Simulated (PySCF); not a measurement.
Ionisation energy of neutral indium ([Kr] 4d¹⁰ 5s² 5p → [Kr] 4d¹⁰ 5s²). PySCF, aug-cc-pV5Z-PP with a 28-electron core potential, unrestricted single determinants, no spin-orbit coupling. Methods marked “valence” freeze 18 core electrons.

By method:

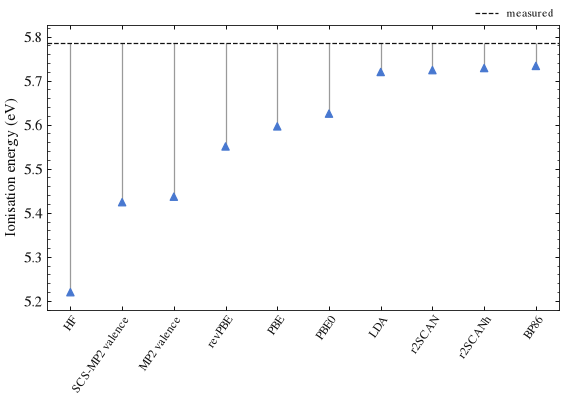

| Method | Ionisation energy (eV) |
| --- | --- |
| HF | 5.220 |
| LDA | 5.720 |
| PBE | 5.596 |
| PBE0 | 5.625 |
| r2SCAN | 5.724 |
| BP86 | 5.733 |
| revPBE | 5.551 |
| r2SCANh | 5.728 |
| MP2 valence | 5.436 |
| SCS-MP2 valence | 5.424 |

The values run from 5.220 eV (HF) to 5.733 eV (BP86). The measured value is 5.786 eV; nearest to it come BP86 (−0.053) and r2SCANh (−0.058), furthest HF (−0.567 eV).

Known limits: spin-orbit shift not estimated.
